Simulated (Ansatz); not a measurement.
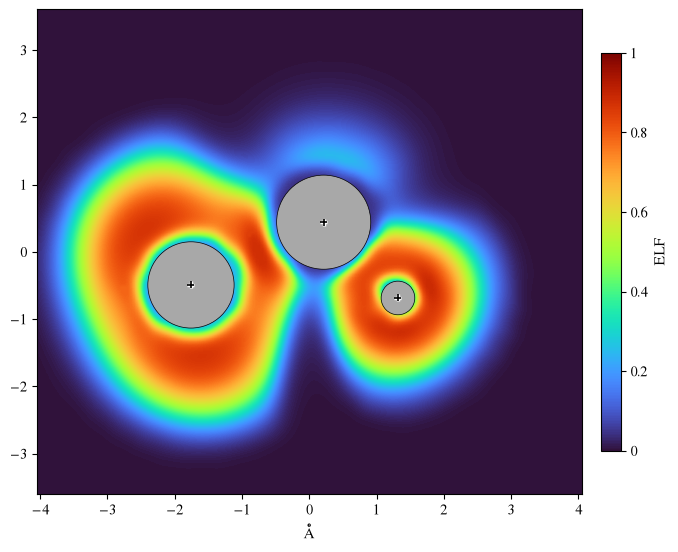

The ELF on a plane through atoms (crosses mark nuclei in the plane; grey discs cover the cores).

The calculation used RKS PBE0-D4/def2-TZVPP (Ansatz 0.2.0).

Candidates:
A. BrF2HSi
B. GeH2S···H2
C. C2H6Si···H2

Which system is this?

Answer. Candidate A: BrF2HSi on the plane of atoms Br2, Si1 and F5, which holds Si, Br and F. Si–F (1.58 Å): the ELF peaks at about 0.85 in the valence shell of F, 0.6 Å from its nucleus, and is about 0.50 at the midpoint. Si–Br (2.18 Å): the ELF peaks at about 0.90 between the atoms; a shared but strongly polarised pair.
